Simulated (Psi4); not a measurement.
**AlNH6 (Al(NH3)H3) at CCSD/cc-pVDZ (sweep point 5)**

What is the vertical ionisation energy of AlNH6 (Al(NH3)H3) at CCSD/cc-pVDZ (sweep point 5)? 

Program for the calculation: Psi4 1.11.

4 further runs of the same task are left out: 4 set aside as unsound or not needed.

## 1. The structure to begin with

AlNH6 has 8 atoms, charge 0, and is taken as a singlet. As SMILES, `[H][Al]([H])([H])<-[NH3]`. Geometry: a GFN2-xTB relaxation, a rough one for these elements and not checked as a minimum.

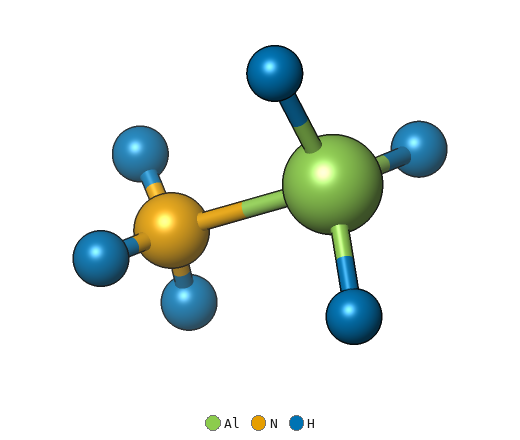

Viewed from a chosen angle; aluminium green, nitrogen amber, hydrogen blue.

## 2. The energy at CCSD/cc-pVDZ (sweep point 5)

Contents of alh6n.in:

```
memory 1600 MB

molecule {
  0 1
  Al    -0.003210     0.003300    -1.081610
  N      0.001320    -0.005080     0.971240
  H     -0.947740     0.031660     1.336200
  H      0.509990     0.801710     1.326690
  H      0.448970    -0.846490     1.328250
  H      1.552450    -0.025230    -1.294610
  H     -0.753790     1.367490    -1.284780
  H     -0.807980    -1.327350    -1.301380
  symmetry c1
}

set puream true
set scf_type pk
set num_frozen_docc 6
set d_convergence 1e-06
set e_convergence 1e-06

e_tot = energy('ccsd/cc-pVDZ')
```

On the command line:

```
$ psi4 alh6n.in alh6n.out -n 1
```

alh6n.out:

```text
[...]
  Running in c1 symmetry.
[...]
  Nuclear repulsion =   62.584948828071589
[...]
  Multiplicity = 1
[...]
  Nalpha       = 13
  Nbeta        = 13
[...]
    Number of basis functions: 62
[...]
   @RHF iter   1:  -299.80525904894210   -6.86123e-01   5.27166e-03 DIIS/ADIIS
[...]
   @RHF iter   7:  -299.87028536021853   -5.85520e-08   4.84978e-07 DIIS
[...]
    Orbital Energies [Eh]
    ---------------------
    Doubly Occupied:
       1A    -58.417726     2A    -15.641626     3A     -4.835757
       4A     -3.150853     5A     -3.149058     6A     -3.149054
       7A     -1.236524     8A     -0.718882     9A     -0.718568
      10A     -0.614462    11A     -0.475290    12A     -0.389613
      13A     -0.389601
[...]
  @RHF Final Energy:  -299.87028536021853
   => Energetics <=
    Nuclear Repulsion Energy =             62.5849488280715889
    One-Electron Energy =                -539.1364047903707615
    Two-Electron Energy =                 176.6811706020806696
    Total Energy =                       -299.8702853602185314
[...]
 Multipole Moments:
 ------------------------------------------------------------------------------------
     Multipole            Electronic (a.u.)      Nuclear  (a.u.)        Total (a.u.)
 ------------------------------------------------------------------------------------
 L = 1.  Multiply by 2.5417464519 to convert [e a0] to [Debye]
 Dipole X            :         -0.0060950            0.0113634            0.0052683
 Dipole Y            :         -0.0044270           -0.0033348           -0.0077618
 Dipole Z            :         -0.5530187            2.6480960            2.0950773
 Magnitude           :                                                    2.0950983
[...]
      * MP2 total energy                      = -300.141280047133023
[...]
      * CCSD total energy                     = -300.179726043210167
[...]
```

It took 4.2 s on 1 thread of AMD EPYC 9B45 (Zen 5), shared host; peak memory 0.3 GiB.

## 3. The doublet cation at the same level

Contents of input.dat:

```
memory 1600 MB

molecule {
  1 2
  Al    -0.003210     0.003300    -1.081610
  N      0.001320    -0.005080     0.971240
  H     -0.947740     0.031660     1.336200
  H      0.509990     0.801710     1.326690
  H      0.448970    -0.846490     1.328250
  H      1.552450    -0.025230    -1.294610
  H     -0.753790     1.367490    -1.284780
  H     -0.807980    -1.327350    -1.301380
  symmetry c1
}

set basis cc-pVDZ
set reference uhf
set puream true
set scf_type pk
set num_frozen_docc 6
set d_convergence 1e-06
set e_convergence 1e-06
set maxiter 150

E = energy('ccsd')
```

On the command line:

```
$ psi4 input.dat output.dat -n 1
```

output.dat:

```text
[...]
  Running in c1 symmetry.
[...]
  Nuclear repulsion =   62.584948828071589
[...]
  Multiplicity = 2
[...]
  Nalpha       = 13
  Nbeta        = 12
[...]
    Number of basis functions: 62
[...]
   @UHF iter   1:  -299.43736989844399   -3.18233e-01   5.22331e-03 ADIIS/DIIS
[...]
   @UHF iter  13:  -299.52150006767368    2.99257e-07   4.29314e-07 DIIS
[...]
   @S^2 Observed:                8.282888874E-01
[...]
    Orbital Energies [Eh]
    ---------------------
    Alpha Occupied:
       1A    -58.699235     2A    -15.831910     3A     -5.115980
       4A     -3.435446     5A     -3.428690     6A     -3.426693
       7A     -1.425486     8A     -0.908606     9A     -0.907172
      10A     -0.886640    11A     -0.781403    12A     -0.749248
      13A     -0.625655
    Alpha Virtual:
      14A     -0.088118    15A     -0.036248    16A     -0.030036
      17A     -0.004360    18A      0.062915    19A      0.067628
      20A      0.072357    21A      0.139072    22A      0.143012
      23A      0.162447    24A      0.179030    25A      0.202186
[...]
  @UHF Final Energy:  -299.52150006767368
   => Energetics <=
    Nuclear Repulsion Energy =             62.5849488280715889
    One-Electron Energy =                -532.7458544173512109
    Two-Electron Energy =                 170.6394055216059655
    Total Energy =                       -299.5215000676736850
  UHF NO Occupations:
  HONO-2 :   11  A 1.9997747
  HONO-1 :   12  A 1.9603299
[...]
 Multipole Moments:
 ------------------------------------------------------------------------------------
     Multipole            Electronic (a.u.)      Nuclear  (a.u.)        Total (a.u.)
 ------------------------------------------------------------------------------------
 L = 1.  Multiply by 2.5417464519 to convert [e a0] to [Debye]
 Dipole X            :          0.3762101            0.0113634            0.3875734
 Dipole Y            :          0.6393503           -0.0033348            0.6360155
 Dipole Z            :         -1.9241815            2.6480960            0.7239145
 Magnitude           :                                                    1.0386439
[...]
      * MP2 total energy                      = -299.771623852651999
[...]
      * CCSD total energy                     = -299.810616543989113
[...]
```

It took 8.4 s on 1 thread of AMD EPYC 9B45 (Zen 5), shared host; peak memory 0.32 GiB.

## 4. Summary of results

At CCSD/cc-pVDZ (sweep point 5), 6 core orbitals frozen:

```
                                                                  quantity          value
                                               singlet AlNH6: total energy  -300.17973 Eh
                        singlet AlNH6: HOMO energy (Hartree–Fock orbitals)      -10.60 eV
                        singlet AlNH6: LUMO energy (Hartree–Fock orbitals)        2.99 eV
                      singlet AlNH6: HOMO–LUMO gap (Hartree–Fock orbitals)       13.59 eV
                singlet AlNH6: correlation energy (6 core orbitals frozen)     -309.4 mEh
                                              singlet AlNH6: T1 diagnostic          0.008
                                              doublet cation: total energy  -299.81062 Eh
doublet cation: HOMO energy (Hartree–Fock orbitals) (highest over α and β)      -15.96 eV
 doublet cation: LUMO energy (Hartree–Fock orbitals) (lowest over α and β)       -8.45 eV
               doublet cation: correlation energy (6 core orbitals frozen)     -289.1 mEh
                         doublet cation: ⟨S²⟩ of the reference determinant          0.828
                                             doublet cation: T1 diagnostic          0.027
                        vertical ionisation energy (to the doublet cation)      10.044 eV
```

The vertical ionisation energy comes to 10.04 eV (232 kcal/mol).
